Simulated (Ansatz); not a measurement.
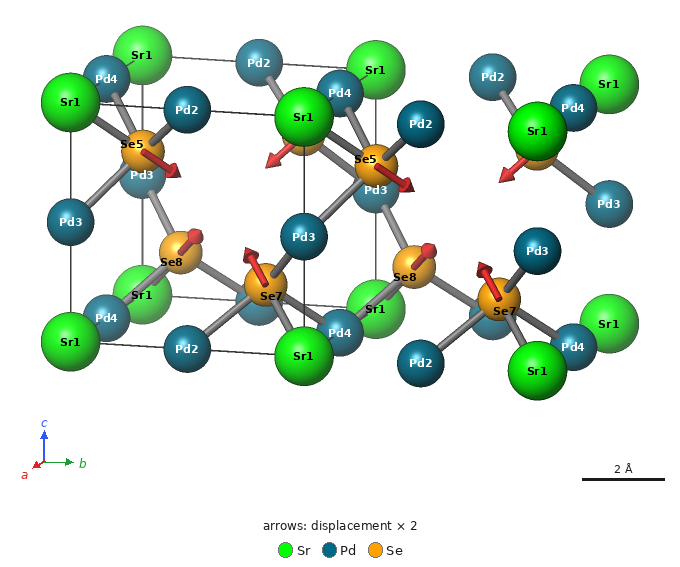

This is a relaxation of a crystal of SrPd$_{3}$Se$_{4}$ (built on the VCu3S4-215 type type). The starting structure is drawn; red arrows show the displacements (the part carried along by the change of the cell is left out), magnified 2 times.

A ball-and-stick model of the cell of the calculation, repeated 1 × 2 × 1 with one cell outlined, seen slightly off an axis.

Theory: DFT, PBEsol, plane waves, PAW in Ansatz.

Input file:
```yaml
crystal:
  lattice:
    - [5.95791073, 0.0, 0.0]
    - [0.0, 5.95791073, 0.0]
    - [0.0, 0.0, 5.95791073]
  atoms:
    - { symbol: Sr, position: [0.0, 0.0, 0.0] }
    - { symbol: Pd, position: [0.0, 0.5, 0.0] }
    - { symbol: Pd, position: [0.0, 0.0, 0.5] }
    - { symbol: Pd, position: [0.5, 0.0, 0.0] }
    - { symbol: Se, position: [0.7629189, 0.2370811, 0.7629189] }
    - { symbol: Se, position: [0.2370811, 0.7629189, 0.7629189] }
    - { symbol: Se, position: [0.7629189, 0.7629189, 0.2370811] }
    - { symbol: Se, position: [0.2370811, 0.2370811, 0.2370811] }
kpoints:
  mp_grid: { grid: [4, 4, 4] }
hamiltonian:
  xc: pbesol
scf:
  occupations: { method: fermi_dirac, width: 0.03 }
relax:
  f_tol: 0.01
  cell: {}
  max_steps: 120
```

Run as
```bash
ansatz run input.yaml --threads 4 --pin off --max-ram 4608MiB --backend cpu --events-out ev --progress --plain --runs-dir out
```

**Atoms of which element are displaced furthest, and by how much?**

Selenium: up to 0.65 Å, against 0.00 Å for palladium.

**What happened in the run?**

The largest moves relative to the cell, 0.65 Å, are those of Se5, Se6, Se7 and Se8. Se5 goes along [−1 1 −1]. Pd and Sr stay in place. The drawn cell changes as follows: a = b = c 5.958 → 5.544 Å (−7.0 %); the volume changes by −19.4 %. Near-neighbour distances that change, for instance: Se5–Se6 4.431 → 3.057 Å, Sr1–Se5 2.447 → 2.929 Å, Sr1–Pd2 2.979 → 2.772 Å, Pd2–Se5 2.539 → 2.624 Å. Bond angles that change, for instance: Se5–Pd2–Se8 103.8° → 131.4°, Pd2–Se5–Pd3 112.2° → 96.6°, Sr1–Se5–Pd2 73.4° → 59.6°. The space group stays P-43m (No. 215). After 7 accepted moves (8 points after the start) the energy has fallen by 470 meV per atom. The largest force component goes from 2.5 to 0.0046 eV/Å. Pressure: 9.15 GPa at the start and 0.04 GPa at the end. At 1 point the geometry stayed and the basis and grid were re-selected for the new cell (energy shift of 0.8 meV per atom at most each time).
